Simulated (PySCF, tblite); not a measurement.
# C₄H₁₂B₂: a rotation path, then NMR shifts on frames, part 2 of 2

tblite 0.8.0 and PySCF 2.14.0. Atoms count from 0. The steps go on from the part before.

## (5) NMR shieldings: image 4, PBE0/pcSseg-1

What the job is given:

```
{"job": {"kind": "nmr", "xc": "PBE0", "basis": "pcSseg-1", "pop": false}, "charge": 0, "multiplicity": 1}
B     -2.081200    -0.390800     1.289900
C     -2.009500     0.222700    -0.148100
B     -0.854900     1.295900    -0.094800
C      0.662900     0.997800    -0.394400
C      1.107100    -0.402800    -0.855700
C      2.109000    -1.039400     0.102300
H     -1.446200    -1.335100     1.563400
H     -2.745400     0.107500     2.114800
H     -2.944400     0.718800    -0.406400
H     -1.794400    -0.541800    -0.892600
H     -1.122500     2.394300     0.224800
H      1.197200     1.241900     0.531200
H      1.025300     1.745400    -1.106800
H      1.562200    -0.339400    -1.846500
H      0.246300    -1.066400    -0.939400
H      3.007100    -0.429200     0.185000
H      1.671900    -1.146400     1.093000
H      2.400700    -2.026600    -0.251400
```

Level: GIAO PBE0/pcSseg-1 NMR shielding, non-relativistic, gas phase.

Standard output:

```text
coarse grid: 13960 points
cycle   1  E = -208.9219599155  dE =  2.421e-01  |g| = 4.586e-01  |ddm| = 3.449e+00
cycle   2  E = -208.9129475665  dE =  9.012e-03  |g| = 5.042e-01  |ddm| = 8.137e-01
cycle   3  E = -208.9800680266  dE = -6.712e-02  |g| = 3.134e-02  |ddm| = 4.515e-01
cycle   4  E = -208.9802944024  dE = -2.264e-04  |g| = 1.218e-02  |ddm| = 4.330e-02
cycle   5  E = -208.9803292781  dE = -3.488e-05  |g| = 3.930e-03  |ddm| = 1.308e-02
cycle   6  E = -208.9803329302  dE = -3.652e-06  |g| = 5.892e-04  |ddm| = 3.282e-03
final grid: 131712 points
cycle   7  E = -209.0134633206  dE = -4.748e-05  |g| = 8.688e-03  |ddm| = 2.929e-02
cycle   8  E = -209.0134578139  dE =  5.507e-06  |g| = 9.946e-03  |ddm| = 1.575e-02
cycle   9  E = -209.0134835348  dE = -2.572e-05  |g| = 4.157e-04  |ddm| = 8.209e-03
cycle  10  E = -209.0134835785  dE = -4.370e-08  |g| = 1.248e-04  |ddm| = 5.066e-04
cycle  11  E = -209.0134835823  dE = -3.790e-09  |g| = 4.027e-05  |ddm| = 1.228e-04
cycle  12  E = -209.0134835826  dE = -3.813e-10  |g| = 7.212e-06  |ddm| = 3.705e-05
converged SCF energy = -209.0134835826

GIAO shielding tensors (ppm)
atom      isotropic    diamagn.    paramagn.     s11        s22        s33       span
  0 B       12.863     192.486    -179.623    -65.314    -30.476    134.378    199.692
  1 C      126.755     256.305    -129.551     30.940    148.193    201.130    170.190
  2 B       11.257     190.735    -179.478    -65.959    -18.133    117.863    183.822
  3 C      147.015     252.031    -105.016    107.426    160.731    172.886     65.460
  4 C      167.052     247.638     -80.586    159.208    167.083    174.867     15.659
  5 C      166.260     247.419     -81.159    148.230    164.590    185.960     37.730
  6 H       23.695      30.543      -6.848     15.018     26.700     29.369     14.351
  7 H       23.653      29.518      -5.865     16.417     26.922     27.620     11.202
  8 H       27.818      29.190      -1.372     25.178     27.337     30.940      5.762
  9 H       27.732      33.731      -5.999     24.629     27.531     31.036      6.407
 10 H       23.776      30.515      -6.739     18.024     25.957     27.345      9.321
 11 H       31.100      32.679      -1.579     26.125     31.498     35.677      9.552
 12 H       29.266      31.211      -1.945     24.217     28.383     35.199     10.982
 13 H       30.148      31.307      -1.159     25.593     28.617     36.233     10.640
 14 H       29.319      33.928      -4.609     24.516     28.182     35.259     10.742
 15 H       30.680      29.593       1.086     26.636     28.789     36.614      9.978
 16 H       30.907      31.453      -0.546     26.962     29.561     36.198      9.237
 17 H       30.420      28.969       1.451     25.936     27.612     37.712     11.776
```

It took 22 s on 1 thread of Intel Xeon Platinum 8259CL at 2.50GHz, shared host; peak memory 0.76 GiB.

This run: δ C1 60.2, C3 39.9, C5 20.7, C4 19.9, H7 8.06, H6 8.02 ppm.

## (6) Shielding tensors: image 6, PBE0/pcSseg-1

What the job is given:

```
{"job": {"kind": "nmr", "xc": "PBE0", "basis": "pcSseg-1", "pop": false}, "charge": 0, "multiplicity": 1}
B     -1.904100    -0.434600     1.404800
C     -1.895300     0.124400    -0.056300
B     -0.812000     1.270100    -0.084000
C      0.687700     1.087700    -0.534200
C      1.209100    -0.286500    -0.979700
C      1.781800    -1.094600     0.179200
H     -1.262000    -1.371700     1.686100
H     -2.530900     0.093700     2.240000
H     -2.864100     0.561200    -0.299300
H     -1.662000    -0.655500    -0.778200
H     -1.134500     2.354600     0.233500
H      1.329300     1.448900     0.277400
H      0.855500     1.806600    -1.344200
H      1.996300    -0.153300    -1.726500
H      0.409000    -0.856500    -1.454600
H      2.647600    -0.588300     0.603700
H      1.040800    -1.221900     0.963600
H      2.099200    -2.078000    -0.162800
```

With the program's defaults for keys left out, this is: GIAO PBE0/pcSseg-1 NMR shielding, non-relativistic, gas phase.

Standard output:

```text
coarse grid: 13960 points
cycle   1  E = -208.9232298526  dE =  2.441e-01  |g| = 4.606e-01  |ddm| = 3.455e+00
cycle   2  E = -208.9128680006  dE =  1.036e-02  |g| = 5.110e-01  |ddm| = 8.218e-01
cycle   3  E = -208.9816822669  dE = -6.881e-02  |g| = 3.255e-02  |ddm| = 4.594e-01
cycle   4  E = -208.9819279124  dE = -2.456e-04  |g| = 1.220e-02  |ddm| = 4.553e-02
cycle   5  E = -208.9819630555  dE = -3.514e-05  |g| = 3.916e-03  |ddm| = 1.322e-02
cycle   6  E = -208.9819667495  dE = -3.694e-06  |g| = 5.871e-04  |ddm| = 3.372e-03
final grid: 131712 points
cycle   7  E = -209.0153451294  dE = -4.677e-05  |g| = 8.820e-03  |ddm| = 2.923e-02
cycle   8  E = -209.0153391795  dE =  5.950e-06  |g| = 1.016e-02  |ddm| = 1.618e-02
cycle   9  E = -209.0153660450  dE = -2.687e-05  |g| = 4.546e-04  |ddm| = 8.474e-03
cycle  10  E = -209.0153660989  dE = -5.388e-08  |g| = 1.240e-04  |ddm| = 5.555e-04
cycle  11  E = -209.0153661027  dE = -3.789e-09  |g| = 4.228e-05  |ddm| = 1.273e-04
cycle  12  E = -209.0153661031  dE = -4.206e-10  |g| = 7.155e-06  |ddm| = 4.016e-05
converged SCF energy = -209.0153661031

GIAO shielding tensors (ppm)
atom      isotropic    diamagn.    paramagn.     s11        s22        s33       span
  0 B       12.822     192.268    -179.445    -64.581    -29.816    132.864    197.445
  1 C      127.754     256.290    -128.537     33.291    147.531    202.439    169.149
  2 B       11.246     190.820    -179.574    -66.391    -19.051    119.181    185.572
  3 C      147.489     251.490    -104.001    112.659    156.898    172.911     60.253
  4 C      165.768     247.424     -81.656    158.684    166.129    172.490     13.806
  5 C      166.616     248.516     -81.900    151.989    162.048    185.812     33.822
  6 H       23.584      30.268      -6.684     14.995     26.303     29.452     14.457
  7 H       23.662      29.430      -5.767     16.475     26.881     27.632     11.157
  8 H       27.928      29.233      -1.305     25.067     27.388     31.330      6.263
  9 H       27.690      33.905      -6.215     24.903     27.428     30.739      5.836
 10 H       23.691      30.402      -6.712     17.901     25.989     27.181      9.280
 11 H       30.649      32.049      -1.400     25.873     30.706     35.370      9.497
 12 H       29.634      30.737      -1.103     24.373     28.393     36.136     11.763
 13 H       30.049      30.588      -0.539     24.915     28.843     36.390     11.475
 14 H       29.593      33.002      -3.409     26.334     27.888     34.557      8.223
 15 H       30.882      30.313       0.569     26.853     28.868     36.926     10.073
 16 H       30.672      32.356      -1.683     25.995     29.865     36.157     10.163
 17 H       30.394      29.487       0.907     26.156     27.467     37.559     11.404
```

Wall time 23 s (1 thread of Intel Xeon Platinum 8259CL at 2.50GHz, shared host); peak memory 0.77 GiB.

In short: δ C1 59.2, C3 39.4, C4 21.2, C5 20.3, H6 8.13, H7 8.05 ppm.

## (7) NMR shieldings: image 8, PBE0/pcSseg-1

What the job is given:

```
{"job": {"kind": "nmr", "xc": "PBE0", "basis": "pcSseg-1", "pop": false}, "charge": 0, "multiplicity": 1}
B     -1.997100    -0.410800     1.527500
C     -1.740700     0.010100     0.044200
B     -0.704700     1.200500     0.036900
C      0.725600     1.139100    -0.626200
C      1.290400    -0.213000    -1.072200
C      1.636600    -1.101800     0.116100
H     -1.462000    -1.346900     1.985300
H     -2.714000     0.221400     2.203000
H     -2.663700     0.424500    -0.366700
H     -1.416800    -0.819900    -0.579800
H     -1.033600     2.227000     0.504300
H      1.457400     1.615700     0.034400
H      0.678200     1.798800    -1.502000
H      2.193400    -0.051700    -1.668100
H      0.566900    -0.723000    -1.711600
H      2.396900    -0.628400     0.734700
H      0.757500    -1.273400     0.731000
H      2.021100    -2.062000    -0.222400
```

Level: GIAO PBE0/pcSseg-1 NMR shielding, non-relativistic, gas phase.

Standard output:

```text
coarse grid: 13960 points
cycle   1  E = -208.9249781696  dE =  2.453e-01  |g| = 4.622e-01  |ddm| = 3.451e+00
cycle   2  E = -208.9141381067  dE =  1.084e-02  |g| = 5.145e-01  |ddm| = 8.226e-01
cycle   3  E = -208.9837941097  dE = -6.966e-02  |g| = 3.426e-02  |ddm| = 4.618e-01
cycle   4  E = -208.9840661256  dE = -2.720e-04  |g| = 1.310e-02  |ddm| = 4.873e-02
cycle   5  E = -208.9841087328  dE = -4.261e-05  |g| = 3.853e-03  |ddm| = 1.445e-02
cycle   6  E = -208.9841124507  dE = -3.718e-06  |g| = 6.401e-04  |ddm| = 3.631e-03
final grid: 131712 points
cycle   7  E = -209.0173733304  dE = -5.804e-05  |g| = 9.003e-03  |ddm| = 3.479e-02
cycle   8  E = -209.0173673848  dE =  5.946e-06  |g| = 1.030e-02  |ddm| = 1.623e-02
cycle   9  E = -209.0173948991  dE = -2.751e-05  |g| = 5.246e-04  |ddm| = 8.549e-03
cycle  10  E = -209.0173949711  dE = -7.194e-08  |g| = 1.298e-04  |ddm| = 6.856e-04
cycle  11  E = -209.0173949752  dE = -4.140e-09  |g| = 4.875e-05  |ddm| = 1.444e-04
cycle  12  E = -209.0173949758  dE = -5.895e-10  |g| = 7.765e-06  |ddm| = 4.802e-05
converged SCF energy = -209.0173949758

GIAO shielding tensors (ppm)
atom      isotropic    diamagn.    paramagn.     s11        s22        s33       span
  0 B       12.954     191.753    -178.799    -64.141    -28.423    131.427    195.567
  1 C      129.493     256.426    -126.933     43.632    141.948    202.900    159.268
  2 B       13.135     190.828    -177.693    -63.438    -19.216    122.061    185.499
  3 C      148.805     251.341    -102.536    117.697    155.064    173.654     55.957
  4 C      164.417     247.640     -83.223    158.552    163.727    170.973     12.421
  5 C      168.232     249.224     -80.992    154.898    163.259    186.540     31.642
  6 H       23.740      29.560      -5.820     15.447     26.674     29.099     13.651
  7 H       23.444      29.157      -5.713     16.183     26.574     27.576     11.393
  8 H       28.596      29.382      -0.787     24.879     28.087     32.822      7.943
  9 H       27.689      34.476      -6.788     25.830     27.171     30.067      4.237
 10 H       23.807      30.478      -6.671     18.143     26.124     27.154      9.010
 11 H       30.070      31.651      -1.580     25.607     29.474     35.130      9.524
 12 H       30.045      30.372      -0.326     25.030     28.393     36.714     11.684
 13 H       30.014      30.194      -0.179     24.917     28.769     36.357     11.440
 14 H       29.669      32.441      -2.772     26.986     27.605     34.416      7.430
 15 H       31.012      30.911       0.102     27.070     28.975     36.992      9.922
 16 H       30.436      33.012      -2.576     25.270     30.170     35.870     10.600
 17 H       30.402      29.691       0.711     26.206     27.388     37.612     11.407
```

Run time: 22 s. Hardware: 1 thread of Intel Xeon Platinum 8259CL at 2.50GHz, shared host; peak memory 0.77 GiB.

Key values: δ C1 57.4, C3 38.1, C4 22.5, C5 18.7, H7 8.27, H6 7.98 ppm.

## (8) Side by side: NMR shifts

Shifts (ppm) of some atoms, chosen among heavy atoms and hydrogens apart, with basis size and wall time:

| frame | C1 | C3 | C4 | C5 | H12 | H11 | B2 | functions | time |
| --- | --- | --- | --- | --- | --- | --- | --- | --- | --- |
| image 0 | 61.5 | 41.3 | 22.8 | 19.6 | 1.83 | 0.96 | 88.4 | 162 | 22 s |
| image 2 | 60.7 | 41.4 | 21.9 | 20.0 | 2.34 | 0.46 | 88.0 | 162 | 22 s |
| image 4 | 60.2 | 39.9 | 19.9 | 20.7 | 2.45 | 0.62 | 88.8 | 162 | 22 s |
| image 6 | 59.2 | 39.4 | 21.2 | 20.3 | 2.08 | 1.07 | 88.8 | 162 | 23 s |
| image 8 | 57.4 | 38.1 | 22.5 | 18.7 | 1.67 | 1.65 | 86.9 | 162 | 22 s |

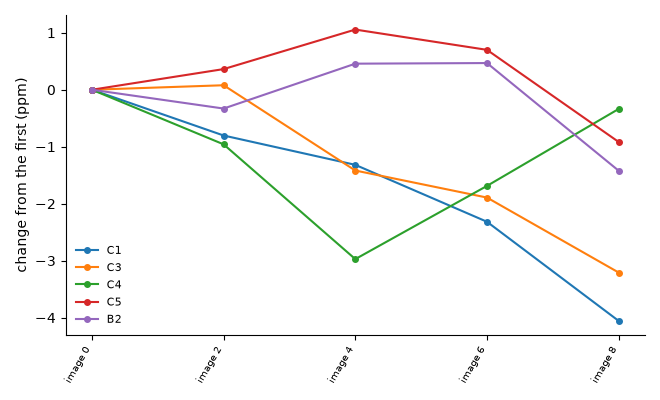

How five of the tabulated atoms move from run to run.

## (9) Outcome

The summary covers parts 1 to 2.

```
                                            quantity                                                                       value
                                             barrier                                          0.121 eV (2.8 kcal/mol) at image 4
                               end to end (GFN2-xTB)                                                                    0.027 eV
     13C shifts against TMS (PBE0/pcSseg-1, image 0)                                                  61.5, 41.3, 22.8, 19.6 ppm
      1H shifts against TMS (PBE0/pcSseg-1, image 0)  8.06, 8.05, 7.95, 3.94, 3.86, 1.96, 1.83, 1.73, 1.43, 0.99, 0.96, 0.92 ppm
11B shifts against BF3·OEt2 (PBE0/pcSseg-1, image 0)                                                              88.4, 87.3 ppm
                            range of the shift of C1                                                            57.4 to 61.5 ppm
```

Along the band the dihedral turns by 106°, and the top (dihedral -120°) lies 2.8 kcal/mol above the start (GFN2-xTB, rough), so at room temperature this motion is fast. Ends this close can change order at a higher level. The top was not checked by a frequency run. Shifts at one fixed geometry are not the observed spectrum, which averages over the motion. In the first frame run (image 0): The largest span, 199 ppm, is at B0, where the paramagnetic term is -179 ppm. Across the 5 runs the shift of C1 moves most, between 57.4 (image 8) and 61.5 ppm (image 0).
